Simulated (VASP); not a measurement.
# In2Pt3 with PBEsol: from relaxation to properties, part 2 of 6

Aim: relax In2Pt3, then compute properties on the relaxed cell. The start is a computed cell from the Materials Project.

VASP 6.6.1; PBEsol; plane waves and PAW (In_d, Pt).

Still holding for the runs below: The k-mesh is coarse for a metal.

So far: The structure; Full relaxation (PBEsol).

## (2) Full relaxation (PBEsol) (continued)

Step by step:

```tsv
step	energy less that of the first step (eV)	largest force (eV/Å)	pressure (GPa)	volume (Å³)
1	0.0000	0.1098	-3.23	378.50
2	0.2025	0.2648	7.05	357.95
3	-0.0816	0.0935	0.04	371.12
4	-0.0816	0.0932	0.12	370.98
5	-0.0858	0.0461	0.04	371.14
6	-0.0860	0.0356	0.01	371.20
7	-0.0876	0.0427	-0.10	371.32
8	-0.0880	0.0499	-0.19	371.43
9	-0.0884	0.0601	0.17	370.56
10	-0.0885	0.0587	0.07	370.80
11	-0.0892	0.0390	0.01	370.74
12	-0.0899	0.0100	0.03	370.63
13	-0.0899	0.0108	0.01	370.62
14	-0.0900	0.0038	-0.03	370.67
```

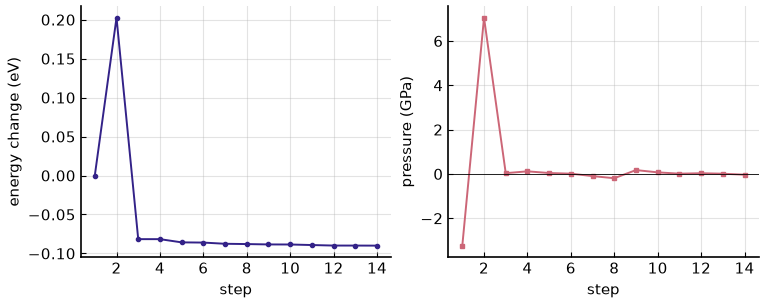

Energy and pressure along the relaxation.

```tsv
conventional cell, symmetrised	before	after	change
a (Å)	5.618	5.574	-0.8 %
b (Å)	5.618	5.574	-0.8 %
c (Å)	13.849	13.776	-0.5 %
volume (Å³/atom)	18.93	18.53	-2.1 %
```

The atoms that moved most (Å, as changes of fractional coordinates times the final cell):

```tsv
atom	dx	dy	dz	length
In8	0.000	0.000	-0.022	0.022
In7	0.000	0.000	0.022	0.022
In5	0.000	0.000	-0.022	0.022
In6	0.000	0.000	0.022	0.022
Pt9	0.000	0.000	-0.013	0.013
Pt15	0.000	0.000	0.013	0.013
Pt19	0.000	0.000	-0.013	0.013
Pt13	0.000	0.000	0.013	0.013
```

The relaxed structure:

```xyz
20
Lattice="5.5740 0.0000 0.0000 -2.7870 4.8272 0.0000 0.0000 0.0000 13.7759" Properties=species:S:1:pos:R:3 pbc="T T T"
In    0.0000    0.0000    3.4440
In    0.0000    0.0000   10.3320
In    0.0000    3.2182    3.4440
In    2.7870    1.6091   10.3320
In    0.0000    3.2182   12.6195
In    0.0000    3.2182    8.0444
In    2.7870    1.6091    1.1564
In    2.7870    1.6091    5.7315
Pt    0.0000    1.6001    1.2341
Pt    1.4013    4.0272    1.2341
Pt   -1.4013    4.0272    1.2341
Pt    1.4013    4.0272    5.6539
Pt    0.0000    1.6001    5.6539
Pt   -1.4013    4.0272    5.6539
Pt    2.7870    3.2271   12.5419
Pt    1.3858    0.8001   12.5419
Pt    4.1883    0.8001   12.5419
Pt    1.3858    0.8001    8.1221
Pt    2.7870    3.2271    8.1221
Pt    4.1883    0.8001    8.1221
```

Numbers from this step:

```
electrons                       : 224
bands                           : 138
irreducible k-points            : 8
symmetry operations             : 24
free energy (TOTEN)             : -117.2343 eV
energy at zero smearing         : -117.2368 eV
Fermi energy                    : 9.425 eV
pressure                        : -0.03489 GPa
metallic                        : yes
SCF cycles over all ionic steps : 106
```

It ends with a largest force of 0.004 eV/Å and a pressure of -0.03 GPa.

## (3) Second relaxation

The basis stayed that of the start cell while the cell moved. A rerun from the cell reached resets it; the error of the finite cutoff stays.

INCAR

```
SYSTEM = In2Pt3
PREC = Accurate
ENCUT = 400
EDIFF = 1E-06
NELM = 100
ISMEAR = 1
SIGMA = 0.2
LREAL = .FALSE.
ALGO = Normal
GGA = PS
NBANDS = 138
LASPH = .TRUE.
LORBIT = 11
LWAVE = .FALSE.
LCHARG = .FALSE.
KPAR = 4
NCORE = 2
IBRION = 2
NSW = 60
ISIF = 3
EDIFFG = -0.01
```

POSCAR

```
In2Pt3
1.0
    5.5740239212      0.0000000000      0.0000000000
   -2.7870119606      4.8272463170      0.0000000000
    0.0000000000      0.0000000000     13.7759471457
In Pt
8 12
Direct
    0.0000000000      0.0000000000      0.2500000000
    0.0000000000      0.0000000000      0.7500000000
    0.3333333300      0.6666666700      0.2500000000
    0.6666666700      0.3333333300      0.7500000000
    0.3333333300      0.6666666700      0.9160540778
    0.3333333300      0.6666666700      0.5839459222
    0.6666666700      0.3333333300      0.0839459222
    0.6666666700      0.3333333300      0.4160540778
    0.1657394663      0.3314789426      0.0895820850
    0.6685210574      0.8342605337      0.0895820850
    0.1657394663      0.8342605337      0.0895820850
    0.6685210574      0.8342605337      0.4104179150
    0.1657394663      0.3314789426      0.4104179150
    0.1657394663      0.8342605337      0.4104179150
    0.8342605337      0.6685210574      0.9104179150
    0.3314789426      0.1657394663      0.9104179150
    0.8342605337      0.1657394663      0.9104179150
    0.3314789426      0.1657394663      0.5895820850
    0.8342605337      0.6685210574      0.5895820850
    0.8342605337      0.1657394663      0.5895820850
```

KPOINTS

```
Automatic mesh
0
Gamma
4 4 2
0 0 0
```

The projector-augmented-wave data sets are In_d and Pt (PBE family, release 64).

The run is started by

```bash
$ mpirun -np 8 vasp_std
```

What it wrote:

```text
[banner, memory and clock lines left out]
running    8 mpi-ranks, on    1 nodes
 distrk:  each k-point on    2 cores,    4 groups
 distr:  one band on    2 cores,    1 groups

 POSCAR found type information on POSCAR InPt
 POSCAR found :  2 types and      20 ions
 [... a notice as in an earlier step ...]

 [... a notice as in an earlier step ...]

 LDA part: xc-table for (Slater+PW92), standard interpolation
 POSCAR, INCAR and KPOINTS ok, starting setup
 FFT: planning ... GRIDC
 FFT: planning ... GRID_SOFT
 FFT: planning ... GRID
 WAVECAR not read
 entering main loop
       N       E                     dE             d eps       ncg     rms          rms(c)
DAV:   1     0.265751932022E+04    0.26575E+04   -0.80386E+04  2208   0.178E+03
DAV:   2     0.379796566204E+03   -0.22777E+04   -0.21771E+04  2248   0.521E+02
DAV:   3    -0.754963612690E+02   -0.45529E+03   -0.40645E+03  2268   0.217E+02
DAV:   4    -0.120933329841E+03   -0.45437E+02   -0.42625E+02  2872   0.693E+01
DAV:   5    -0.122416654382E+03   -0.14833E+01   -0.14728E+01  3080   0.117E+01    0.349E+01
DAV:   6    -0.118125910039E+03    0.42907E+01   -0.11720E+01  2416   0.124E+01    0.160E+01
DAV:   7    -0.117308960713E+03    0.81695E+00   -0.15511E+00  3056   0.869E+00    0.580E+00
DAV:   8    -0.117234948698E+03    0.74012E-01   -0.55357E-01  2720   0.375E+00    0.134E+00
DAV:   9    -0.117230383224E+03    0.45655E-02   -0.58893E-02  3112   0.139E+00    0.897E-01
DAV:  10    -0.117229293605E+03    0.10896E-02   -0.96811E-03  2800   0.441E-01    0.259E-01
DAV:  11    -0.117229431354E+03   -0.13775E-03   -0.12419E-03  2408   0.193E-01    0.633E-02
DAV:  12    -0.117229441473E+03   -0.10119E-04   -0.15214E-04  3136   0.940E-02    0.311E-02
DAV:  13    -0.117229443724E+03   -0.22513E-05   -0.21618E-05  3112   0.210E-02    0.126E-02
DAV:  14    -0.117229445963E+03   -0.22394E-05   -0.38185E-06  1896   0.750E-03    0.418E-03
DAV:  15    -0.117229446183E+03   -0.21904E-06   -0.34918E-07  1496   0.388E-03
   1 F= -.11722945E+03 E0= -.11723188E+03  d E =-.117229E+03
 curvature:   0.00 expect dE= 0.000E+00 dE for cont linesearch  0.000E+00
 trial: gam= 0.00000 g(F)=  0.860E-05 g(S)=  0.231E-03 ort = 0.000E+00 (trialstep = 0.100E+01)
 search vector abs. value=  0.240E-03
 bond charge predicted
       N       E                     dE             d eps       ncg     rms          rms(c)
DAV:   1    -0.117233305413E+03   -0.38594E-02   -0.90788E-02  3040   0.170E+00    0.438E-01
DAV:   2    -0.117229657416E+03    0.36480E-02   -0.10146E-02  2568   0.508E-01    0.145E-01
DAV:   3    -0.117229349825E+03    0.30759E-03   -0.89559E-04  3096   0.224E-01    0.601E-02
DAV:   4    -0.117229324989E+03    0.24836E-04   -0.16770E-04  3250   0.756E-02    0.563E-02
DAV:   5    -0.117229326720E+03   -0.17305E-05   -0.10082E-05  2344   0.186E-02    0.446E-02
DAV:   6    -0.117229333478E+03   -0.67581E-05   -0.70294E-06  2542   0.184E-02    0.257E-03
DAV:   7    -0.117229333631E+03   -0.15316E-06   -0.15824E-06  1308   0.741E-03
   2 F= -.11722933E+03 E0= -.11723174E+03  d E =0.112551E-03
 trial-energy change:    0.000113  1 .order    0.000104   -0.000240    0.000448
 step:   0.3323(harm=  0.3490)  dis= 0.00005  next Energy=  -117.229486 (dE=-0.396E-04)
 bond charge predicted
       N       E                     dE             d eps       ncg     rms          rms(c)
DAV:   1    -0.117231274855E+03   -0.19414E-02   -0.40542E-02  3024   0.114E+00    0.292E-01
DAV:   2    -0.117229661653E+03    0.16132E-02   -0.45406E-03  2560   0.339E-01    0.979E-02
DAV:   3    -0.117229517144E+03    0.14451E-03   -0.39937E-04  3084   0.149E-01    0.405E-02
DAV:   4    -0.117229494006E+03    0.23138E-04   -0.76133E-05  3268   0.512E-02    0.367E-02
DAV:   5    -0.117229492112E+03    0.18939E-05   -0.45462E-06  2038   0.128E-02    0.288E-02
DAV:   6    -0.117229484670E+03    0.74426E-05   -0.25995E-06  1880   0.116E-02    0.128E-03
DAV:   7    -0.117229484628E+03    0.41451E-07   -0.11217E-06  1188   0.642E-03
   3 F= -.11722948E+03 E0= -.11723191E+03  d E =-.384458E-04
 curvature:  -0.17 expect dE=-0.898E-06 dE for cont linesearch -0.478E-09
 trial: gam= 0.01806 g(F)=  0.352E-05 g(S)=  0.163E-05 ort = 0.811E-06 (trialstep = 0.866E+00)
 search vector abs. value=  0.526E-05
 reached required accuracy - stopping structural energy minimisation
```

The job ended after 73 s (8 MPI ranks of AMD EPYC 9R45, shared host; peak memory 2.4 GiB).

From OUTCAR (step 3):

```text
  LATTYP: Found a hexagonal cell.
 ALAT       =     5.5740239212
 C/A-ratio  =     2.4714546153

 Found      8 irreducible k-points:

   dimension x,y,z NGX =    36 NGY =   36 NGZ =   90
   dimension x,y,z NGXF=    72 NGYF=   72 NGZF=  180

   ENCUT  =  400.0 eV  29.40 Ry    5.42 a.u.   9.09  9.09 22.47*2*pi/ulx,y,z

   NELECT =     224.0000    total number of electrons

 E-fermi :   9.4320

 k-point     1 :       0.0000    0.0000    0.0000
  band No.  band energies     occupation
    ...
    107       8.8261      2.00016
    108       9.0290      2.01522
    109       9.0290      2.01522
    110       9.3385      1.70371
    111       9.3385      1.70371
    112       9.5720      0.08046
    113       9.6705     -0.07058
    114       9.6712     -0.07064
    115       9.7538     -0.04531
    116       9.7547     -0.04491
    ...

 k-point     2 :       0.2500    0.0000    0.0000
  band No.  band energies     occupation
    ...
    108       8.5445      2.00000
    109       8.6704      2.00000
    110       8.8130      2.00011
    111       8.9062      2.00128
    112       9.0793      2.03174
    113       9.9278     -0.00255
    114      10.0277     -0.00021
    115      10.4331     -0.00000
    116      10.6106     -0.00000
    117      10.6582     -0.00000
    ...

  Total       -0.0028390     -0.0028390      0.0256464      0.0000000      0.0000000      0.0000000
  in kB       -0.0122762     -0.0122762      0.1108991      0.0000000      0.0000000      0.0000000
  external PRESSURE =       0.0287822 kB  Pullay stress =       0.0000000 kB

  energy-cutoff  :      400.00
  volume of cell :      370.52
      direct lattice vectors                 reciprocal lattice vectors
     5.573110338  0.000000000 -0.000000000     0.179433017  0.103595700  0.000000000
    -2.786555169  4.826455130  0.000000000     0.000000000  0.207191401  0.000000000
    -0.000000000  0.000000000 13.774721240     0.000000000  0.000000000  0.072596750

 POSITION                                       TOTAL-FORCE (eV/Angst)
 -----------------------------------------------------------------------------------
     -0.00000      0.00000      3.44368        -0.000000     -0.000000      0.000000
     -0.00000      0.00000     10.33104        -0.000000      0.000000      0.000000
     -0.00000      3.21764      3.44368        -0.000000     -0.000000      0.000000
      2.78656      1.60882     10.33104        -0.000000      0.000000      0.000000
     -0.00000      3.21764     12.61840        -0.000000     -0.000000     -0.001320
     -0.00000      3.21764      8.04368        -0.000000     -0.000000      0.001320
      2.78656      1.60882      1.15632        -0.000000      0.000000      0.001320
      2.78656      1.60882      5.73104        -0.000000      0.000000     -0.001320
     -0.00000      1.59982      1.23393         0.000000     -0.001365     -0.001908
      1.40107      4.02654      1.23393         0.001182      0.000683     -0.001908
     -1.40107      4.02654      1.23393        -0.001182      0.000683     -0.001908
      1.40107      4.02654      5.65343         0.001182      0.000683      0.001908
     -0.00000      1.59982      5.65343         0.000000     -0.001365      0.001908
     -1.40107      4.02654      5.65343        -0.001182      0.000683      0.001908
      2.78656      3.22663     12.54079        -0.000000      0.001365      0.001908
      1.38549      0.79991     12.54079        -0.001182     -0.000683      0.001908
      4.18762      0.79991     12.54079         0.001182     -0.000683      0.001908
      1.38549      0.79991      8.12129        -0.001182     -0.000683     -0.001908
      2.78656      3.22663      8.12129        -0.000000      0.001365     -0.001908
      4.18762      0.79991      8.12129         0.001182     -0.000683     -0.001908
 -----------------------------------------------------------------------------------
    total drift:                               -0.000000      0.000000      0.000000

  FREE ENERGIE OF THE ION-ELECTRON SYSTEM (eV)
  ---------------------------------------------------
  free  energy   TOTEN  =      -117.2294846283 eV

  energy  without entropy=     -117.2367517438  energy(sigma->0) =     -117.23190700

 total charge
# of ion       s       p       d       tot
------------------------------------------
    1        0.860   0.713   9.933  11.506
    2        0.860   0.713   9.933  11.506
    3        0.835   0.743   9.923  11.501
    4        0.835   0.743   9.923  11.501
    5        0.835   0.707   9.933  11.474
    6        0.835   0.707   9.933  11.474
    7        0.835   0.707   9.933  11.474
    8        0.835   0.707   9.933  11.474
    9        0.634   0.560   8.150   9.345
   10        0.634   0.560   8.150   9.345
   11        0.634   0.560   8.150   9.345
   12        0.634   0.560   8.150   9.345
   13        0.634   0.560   8.150   9.345
   14        0.634   0.560   8.150   9.345
   15        0.634   0.560   8.150   9.345
   16        0.634   0.560   8.150   9.345
   17        0.634   0.560   8.150   9.345
   18        0.634   0.560   8.150   9.345
   19        0.634   0.560   8.150   9.345
   20        0.634   0.560   8.150   9.345
--------------------------------------------------
tot         14.336  12.459 177.249 204.045

[... 4 parts as in an earlier step ...]

[... 7 further parts left out ...]
```

CONTCAR:

```
In2Pt3
   1.00000000000000
     5.5731103376091662    0.0000000000000000   -0.0000000000000000
    -2.7865551688045831    4.8264551304018877    0.0000000000000000
    -0.0000000000000000    0.0000000000000000   13.7747212396352374
  In              Pt
     8    12
Direct
     0.0000000000000000    0.0000000000000000    0.2500000000000000
     0.0000000000000000    0.0000000000000000    0.7500000000000000
     0.3333333300000021    0.6666666699999979    0.2500000000000000
     0.6666666699999979    0.3333333300000021    0.7500000000000000
     0.3333333300000021    0.6666666699999979    0.9160549550115842
     0.3333333300000021    0.6666666699999979    0.5839450449884158
     0.6666666699999979    0.3333333300000021    0.0839450449884158
     0.6666666699999979    0.3333333300000021    0.4160549550115841
     0.1657347159178409    0.3314694418356755    0.0895791287145203
     0.6685305581643245    0.8342652840821591    0.0895791287145203
     0.1657347159178409    0.8342652840821591    0.0895791287145203
     0.6685305581643245    0.8342652840821591    0.4104208712854798
     0.1657347159178409    0.3314694418356755    0.4104208712854798
     0.1657347159178409    0.8342652840821591    0.4104208712854798
     0.8342652840821591    0.6685305581643245    0.9104208712854798
     0.3314694418356755    0.1657347159178409    0.9104208712854798
     0.8342652840821591    0.1657347159178409    0.9104208712854798
     0.3314694418356755    0.1657347159178409    0.5895791287145202
     0.8342652840821591    0.6685305581643245    0.5895791287145202
     0.8342652840821591    0.1657347159178409    0.5895791287145202
```

Little changed from the start: no atom moved by 0.005 Å and no cell edge by 0.1 %.

This step gave:

| Item | Value |
| --- | --- |
| free energy (TOTEN) | -117.2295 eV |
| energy at zero smearing | -117.2319 eV |
| Fermi energy | 9.432 eV |
| pressure | 0.002878 GPa |
| SCF cycles over all ionic steps | 29 |

It ends with a largest force of 0.002 eV/Å and a pressure of 0.00 GPa. The volume moved by only 0.04 %, so the volume is settled.

[end of part 2 of 6]

[Lines on the potential files, build, host, timing and source positions are cut from VASP's logs without a mark.]

[Logs are printed without paths, hosts, clocks, repeated set-up lines and the standing remarks that a program may print on its own settings, such as how far it seeks lower states.]

[Hosts, paths, dates, database ids (printed as entryN), source tags and the programs' standing remarks are cut or masked in the printed files.]

[A measured line is paired with the nearest computed mode of its activity, which favours agreement.]
